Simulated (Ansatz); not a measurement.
```xyz
20
Lattice="11.1156 0.0000 0.0000 0.0000 7.0070 0.0000 -3.7958 0.0000 5.3074" Properties=species:S:1:pos:R:3 pbc="T T T"
Li    0.0000    1.6874    0.0000
Li    5.5578    5.1909    0.0000
Li    0.0000    5.3196    0.0000
Li    5.5578    1.8161    0.0000
P    -0.4875    0.0000    3.0680
P     5.0703    3.5035    3.0680
P     2.2495    3.5035    2.2394
P     7.8073    0.0000    2.2394
S    -1.8979    5.4367    2.6537
S     3.6599    1.9332    2.6537
S    -1.8979    1.5703    2.6537
S     3.6599    5.0738    2.6537
S     0.9816    0.0000    1.6917
S     6.5394    3.5035    1.6917
S     0.7804    3.5035    3.6157
S     6.3382    0.0000    3.6157
S     0.0163    0.0000    4.9935
S     5.5741    3.5035    4.9935
S     1.7457    3.5035    0.3139
S     7.3035    0.0000    0.3139
```

Space group C2/m; not relaxed (largest force 0.4 eV/Å).

Computed with DFT, r2SCAN, plane-wave PAW, default files, scalar-relativistic (Ansatz 0.2.0).

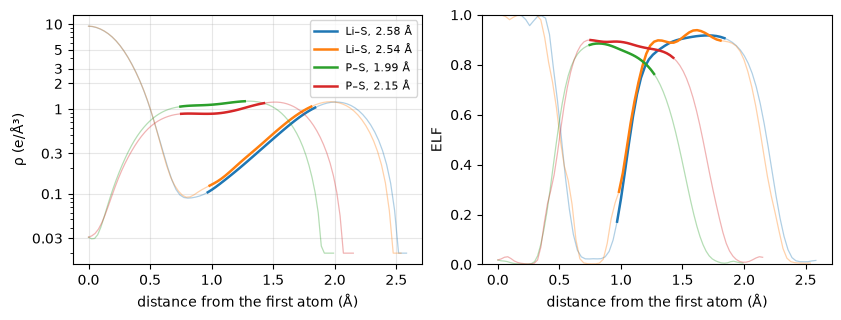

LiPS$_{3}$. Valence pseudo-density and ELF along straight lines between neighbouring atoms. Thin, pale parts lie inside the atomic spheres.

In a PAW calculation such maps are meaningful between the atoms, not at the nuclei.

What can be read from the curves?

Li–S (2.58 Å): the density is about 0.24 e/Å³ at the midpoint; the ELF peaks at about 0.90 in the valence shell of S, 0.9 Å from its nucleus, and falls to about 0 next to Li; a closed-shell, largely ionic contact.
Li–S (2.54 Å): ρ at the midpoint is about 0.26 e/Å³; the ELF peaks at about 0.95 in the valence shell of S, 0.9 Å from its nucleus, and falls to about 0 next to Li; an ionic contact with no shared pair.
P–S (1.99 Å): ρ is about 1.1 e/Å³ halfway; the ELF peaks at about 0.90 between the atoms: a covalent bond.
P–S (2.15 Å): ρ at the midpoint is about 0.9 e/Å³; the ELF peaks at about 0.90 between the atoms, as expected for localised, covalent bonding.
